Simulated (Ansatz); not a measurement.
# SiNH3 (SMILES [N][SiH3]) at 6 levels

We compute a comparison of 6 runs (U-revPBE/STO-3G, UCAM-B3LYP/STO-3G, UHSE06/STO-3G, RPA@PBE/STO-3G, UBCCD(T)/STO-3G, UCCSDT(Q)/STO-3G) of SiNH3. 

The calculation is run with Ansatz 0.2.0.

51 further runs of the same task are left out: 5 that didn't finish, 46 set aside as unsound or not needed.

## Step 1: Starting point

SiNH3 has 5 atoms, charge 0, and is taken as a triplet. SMILES: `[N][SiH3]`. The H3–Si2 distance was set to 2.951 Å, away from the relaxed value. At this shape a bond of the SMILES string is far longer than usual.

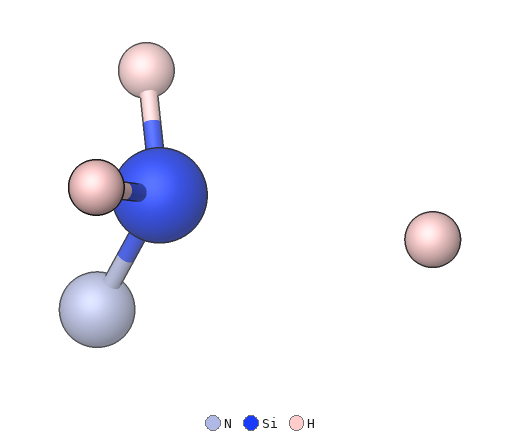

Viewed from a chosen angle; nitrogen light blue, silicon blue, hydrogen pink.

## Step 2: The energy at U-revPBE/STO-3G (run 1)

Contents of job.yaml:

```yaml
crystal:
  periodic: [false, false, false]
  atoms:
    - {symbol: "N", position_ang: [-1.591338, 0.645181, 1.921040]}
    - {symbol: Si, position_ang: [-0.044468, 0.308511, 1.437710]}
    - {symbol: H, position_ang: [0.064950, -0.313200, -1.445390]}
    - {symbol: H, position_ang: [0.500392, -0.852129, 2.168740]}
    - {symbol: H, position_ang: [0.851632, 1.455041, 1.684020]}
basis:
  gaussian:
    orbitals: STO-3G
accuracy: high
hamiltonian:
  xc: {name: revPBE}
magnetization:
  spin_polarized: true
  initial_magnetization: 2
```

Started as:

```
$ ansatz run job.yaml --threads 1 --pin off --max-ram 2610MiB --events-out events.jsonl --progress --plain --runs-dir runs
```

The log of the run:

```text
Warning: RAYON_NUM_THREADS=1 ignored (pool sized by the plan → 1); use --threads N
Functional definition: revPBE
  name "revPBE"
  parameter kappa = 1.245
  parameter beta = 0.06672455060314922
  exchange = pbe_x(kappa = kappa, mu = beta*pi^2/3)
  correlation = pbe_c(beta = beta)
290 factors; integrals over basis functions are off by at most 1.0e-8 eV
mean field evaluation 1: about -9290.8116 eV, gradient 2.4e1 eV
mean field evaluation 2: about -9239.6829 eV, gradient 6.9e1 eV
mean field evaluation 4: about -9286.2468 eV, gradient 2.2e1 eV
mean field evaluation 8: about -9296.1115 eV, gradient 7.4e-2 eV
mean field -9296.11160547 eV, -341.6258003703 hartree, gradient 2.8e-8 eV, S^2 2.128923; 0 other end points of the search recorded, 0 dependent functions left out
reference -9296.11160783 eV, -341.6258004571 hartree; 13, 11 occupied and 4, 6 virtual orbitals, 290 factors
Total energy: -9296.11160783 eV, -341.6258004571 hartree
```

It took 1.6 s on 1 thread of Arm Neoverse V1, shared host; peak memory 0.12 GiB.

## Step 3: The energy at UCAM-B3LYP/STO-3G (run 2)

Contents of in.yaml:

```yaml
crystal:
  periodic: [false, false, false]
  atoms:
    - {symbol: "N", position_ang: [-1.591338, 0.645181, 1.921040]}
    - {symbol: Si, position_ang: [-0.044468, 0.308511, 1.437710]}
    - {symbol: H, position_ang: [0.064950, -0.313200, -1.445390]}
    - {symbol: H, position_ang: [0.500392, -0.852129, 2.168740]}
    - {symbol: H, position_ang: [0.851632, 1.455041, 1.684020]}
basis:
  gaussian: {orbitals: STO-3G}
magnetization: {spin_polarized: true, initial_magnetization: 2}
hamiltonian: {xc: {name: CAM-B3LYP}}
accuracy: high
```

Started as:

```
$ ansatz run in.yaml --threads 1 --pin off --max-ram 2610MiB --events-out events.jsonl --progress --plain --runs-dir runs
```

The log of the run:

```text
Warning: RAYON_NUM_THREADS=1 ignored (pool sized by the plan → 1); use --threads N
Functional definition: CAM-B3LYP
  name "CAM-B3LYP"
  parameter alpha = 0.19
  parameter beta = 0.46
  parameter omega = 0.33/bohr
  parameter ac = 0.81
  exchange = (1 - alpha - beta)*b88_x + beta*b88_x_sr(omega) + alpha*exact_x + beta*exact_x_lr(omega)
  correlation = (1 - ac)*vwn5_c + ac*lyp_c
290 factors; integrals over basis functions are off by at most 1.0e-8 eV
145 factors; integrals over basis functions are off by at most 8.6e-10 eV
mean field evaluation 1: about -9291.1743 eV, gradient 2.2e1 eV
mean field evaluation 2: about -9285.5250 eV, gradient 3.7e1 eV
mean field evaluation 4: about -9296.1445 eV, gradient 1.3e0 eV
mean field evaluation 8: about -9296.2586 eV, gradient 1.6e-1 eV
mean field evaluation 16: about -9296.2594 eV, gradient 8.8e-5 eV
mean field -9296.25937678 eV, -341.6312308657 hartree, gradient 7.6e-8 eV, S^2 2.368934; 1 other end points of the search recorded, 0 dependent functions left out
reference -9296.25938986 eV, -341.6312313465 hartree; 13, 11 occupied and 4, 6 virtual orbitals, 290 factors
Total energy: -9296.25938986 eV, -341.6312313465 hartree
```

It took 2.2 s on 1 thread of Arm Neoverse V1, shared host; peak memory 0.12 GiB.

Runs 3 to 5 aren't shown in full; the table further down has their settings and results.

## Step 4: The energy at UCCSDT(Q)/STO-3G (run 6)

Edit in.yaml of step 3 so:

```diff
@@ -3,3 +3,3 @@
   atoms:
-    - {symbol: "N", position_ang: [-1.591338, 0.645181, 1.921040]}
+    - {symbol: N, position_ang: [-1.591338, 0.645181, 1.921040]}
     - {symbol: Si, position_ang: [-0.044468, 0.308511, 1.437710]}
@@ -11,3 +11,4 @@
 magnetization: {spin_polarized: true, initial_magnetization: 2}
-hamiltonian: {xc: {name: CAM-B3LYP}}
+correlation: {method: ccsdt_q, frozen_orbitals: {H: 0, "N": 1, Si: 5}}
 accuracy: high
+scf: {omitted_lower_state_checks: [cluster_reference, increment]}
```

Started as:

```
$ ansatz run in.yaml --threads 1 --pin off --max-ram 2610MiB --events-out events.jsonl --progress --plain --runs-dir runs
```

The log of the run:

```text
Warning: RAYON_NUM_THREADS=1 ignored (pool sized by the plan → 1); use --threads N
[... 13 lines left out ...]
6 core orbitals not correlated: weight in the atoms' cores, before any rotation towards them, 1.000 or more for the frozen orbitals, at most 0.000 for the correlated occupied ones
[... 64 lines left out ...]
Total energy: -9278.43656351 eV, -340.9762545588 hartree
Checks for a lower state left out: cluster_reference, increment
```

Wall time 1.1 s (1 thread of Arm Neoverse V1, shared host).

## Step 5: All runs side by side

```csv
run,level,frozen core orbitals,energy (Eh),⟨S²⟩,wall time
1,U-revPBE/STO-3G,–,-341.625800,2.129,1.6 s
2,UCAM-B3LYP/STO-3G,–,-341.631231,2.369,2.2 s
3,UHSE06/STO-3G,–,-341.502630,2.341,2.3 s
4,RPA@PBE/STO-3G,6,-341.020748,2.114,2.2 s
5,UBCCD(T)/STO-3G,6,-340.974889,2.779,0.38 s
6,UCCSDT(Q)/STO-3G,6,-340.976255,2.779,1.1 s
```

## Step 6: Results

| quantity | value |
| --- | --- |
| run 6: total energy | -340.97625 Eh |
| run 6: correlation energy (6 core orbitals frozen) | -86.7 mEh |
| run 6: ⟨S²⟩ of the reference determinant | 2.779 |
| run 6: T1 diagnostic | 0.070 |

Totals of different functionals can't be ranked against each other. In runs 1, 2, 3, 4, 5, 6 the basis is minimal, so the values are rough. Spin contamination of the reference: run 5 ⟨S²⟩ = 2.78, run 6 ⟨S²⟩ = 2.78, run 2 ⟨S²⟩ = 2.37, run 3 ⟨S²⟩ = 2.34, run 1 ⟨S²⟩ = 2.13, run 4 ⟨S²⟩ = 2.11. Where it is this large, the reference is a mixture of spin states, and values that rest on it are in doubt. All runs together took 9.8 s, the longest 2.3 s.
